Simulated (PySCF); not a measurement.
H6KOSi2, charge +1, SMILES `[K+].[SiH3]O[SiH3]`.

Method: BP86/def2-SVPD; geometry: GFN2-xTB; program: PySCF. The pair's geometry is semi-empirical, so its contact may be too short or too long. GFN2-xTB bond lengths at metals and heavier atoms can be off by up to 0.1 Å and shapes distorted, which carries into these values.

Geometry (Å), atoms numbered from 1:

```
K1      -2.9136    0.0042   -0.0011
Si2      1.2856   -1.5997    0.0087
O3       1.5418    0.0007   -0.0425
Si4      1.2974    1.5945    0.0087
H5       1.8207   -2.0961    1.2649
H6       1.8326   -2.1585   -1.2150
H7      -0.2445   -1.6785    0.0092
H8       1.8361    2.0869    1.2650
H9      -0.2321    1.6846    0.0092
H10      1.8485    2.1493   -1.2150
```

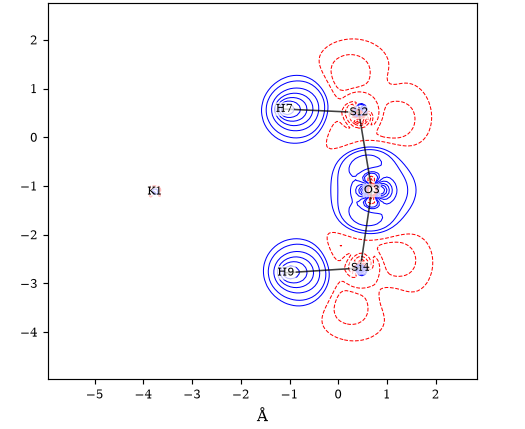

Deformation density (molecule less spherical, spin-averaged free atoms) in the plane of K1, Si2, O3, Si4, H7 and H9; contours at ±0.05 to ±0.8 e/Å³; solid blue lines: gain, dashed red lines: loss.

Describe the bonding that the map shows.

Si2–H7 and Si4–H9: +0.13 e/Å³ at the bond critical point (bond length 1.53 Å). O3–Si4: +0.01 e/Å³ at the bond critical point (bond length 1.61 Å); up to 0.6 Å beside the axis the gain reaches +0.27 e/Å³. Si2–O3: 0.01 e/Å³ at the bond critical point (bond length 1.62 Å); up to 0.6 Å beside the axis the gain reaches +0.27 e/Å³. In all, 2.1 electrons gather in the regions of gain relative to the promolecule of neutral atoms (the regions of loss give up this much and the cation's charge besides). A small or negative value marks a very polar bond, one between electron-rich atoms, whose free-atom densities already overlap strongly, a long bond to a heavier atom, or a closed-shell contact such as a hydrogen bond.
